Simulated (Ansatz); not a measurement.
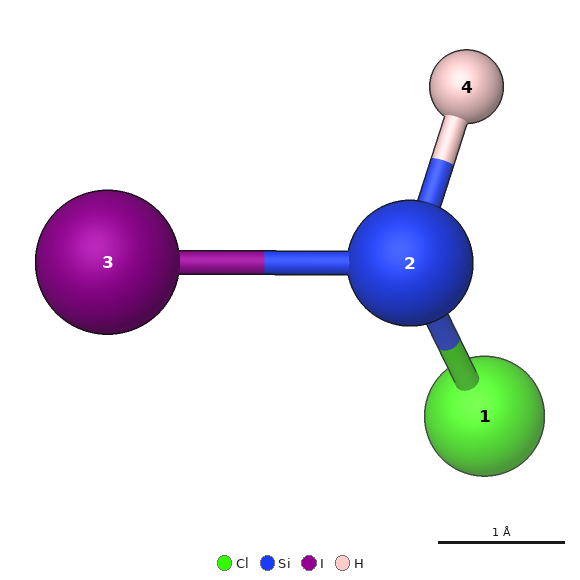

Source: calculation with Ansatz.

Orthographic view. Atoms fade into the background with distance from the viewer. Charge 0, doublet. Geometry: moved along internal coordinates away from the minimum.

Give the geometry as a Z-matrix, atoms in numerical order, with these reference atoms: 2 to 1; 3 to 2, 1; 4 to 2, 1, 3.

```
Cl 
Si   1   2.051
I    2   2.432   1   111.4
H    2   1.522   1   107.2   3  -118.4
```
